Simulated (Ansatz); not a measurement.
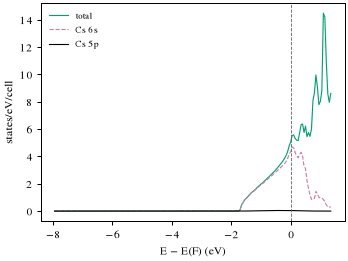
Figure. Total and projected density of states of Cs (dhcp (α-La type), P6_3/mmc), the program Ansatz at the r²SCAN level (PAW)

Question: Which orbitals carry the states next to the Fermi level?

Answer: Within 0.5 eV of the Fermi level: Cs 6s 79 %, outside the projected shells 20 %. Projections are on Löwdin-orthogonalised atomic valence shells; empty p or d shells of many metals are not among them.

The workflow started from a Materials Project entry (that database holds measured and hypothetical structures alike); the Crystallography Open Database copy checked does not list it. It is not the phase usual at ambient conditions (space group No. 229). The r²SCAN relaxation kept the symmetry of its start; whether a distortion lowers the energy is not shown. Spin–orbit coupling is left out wherever it is not named.

Potentials: the later of the program's two PAW sets.
